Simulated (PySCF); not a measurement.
**SiTe: bond curves at several levels of theory**

One job finds the state of SiTe, follows it along the bond with each method and fits the curves.

The runs use PySCF 2.14.0; Si cc-pV(D+d)Z, Te cc-pVDZ-PP with ECP28, scalar-relativistic core potentials.

### Step 1. Input

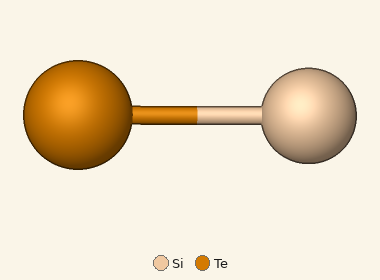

The two atoms at the starting distance (silicon light orange, tellurium orange).

Settings of the job:

- atoms: Si, Te
- charge: 0
- basis: Si cc-pV(D+d)Z, Te cc-pVDZ-PP with ECP28
- Hamiltonian: scalar-relativistic core potentials
- basis functions: 46
- electrons treated: 38
- masses in u: 27.9769, 129.9062
- levels: PBE0, PBE, r²SCAN, BHandHLYP, r²SCANh, PW91, HF, MP2, SCS-MP2, CCSD, CCSD(T)
- grid: 80 radial by 434 angular points
- occupations: held fixed by the projection of orbital angular momentum
- dissociation limit: Si + Te, each in its ground configuration
- starting distance in angstrom: 2.435
- values of 2S to try: 0, 2, 4

On the command line:

```console
$ OMP_NUM_THREADS=1 python dia.py task.json out
```

After this run come: First curve: PBE0; Higher solutions at PBE0; PBE; r²SCAN; BHandHLYP; r²SCANh (hybrid meta-GGA); PW91; RHF; MP2 and coupled cluster.

Before running it: what results should come out? Wanted: for each run, Re; ωe; De; μ.

As calculated:

Lowest PBE0 solution found, without spin–orbit coupling: ¹Σ⁺ (singlet), closed shell. State 2 has its PBE0 minimum 2.02 eV higher. State 3 has its PBE0 minimum 4.04 eV higher. The other levels ran on the lowest alone.

```tsv
level	Re (Å)	ωe (cm⁻¹)	De (eV)	μ (D)
RHF	2.260	531	2.34	-1.39
RHF-MP2	2.298	489	4.34	n/a
RHF-SCS-MP2	2.297	491	4.18	n/a
RHF-CCSD	2.291	499	3.93	n/a
RHF-CCSD(T)	2.309	474	4.20	n/a
PBE	2.305	469	4.93	-0.55
PW91	2.304	469	4.96	-0.58
r²SCAN	2.289	487	4.66	-0.62
r²SCANh	2.281	496	4.55	-0.69
PBE0	2.277	499	4.59	-0.74
BHandHLYP	2.268	511	4.17	-1.02
```

De is counted to Si + Te in their ground configurations. A positive dipole means Si(−)Te(+).

In words: The methods spread over 0.049 Å in bond length, from RHF to RHF-CCSD(T). Of the levels with a De here, RHF gives the least (2.34 eV) and PW91 the most (4.96 eV).

Correlated steps freeze 9 core orbitals. Spin–orbit coupling is left out, which matters for elements this heavy, above all for dissociation energies. T1 is 0.023 near the minimum (highest on the curve 0.048), which may point to more than one leading configuration.
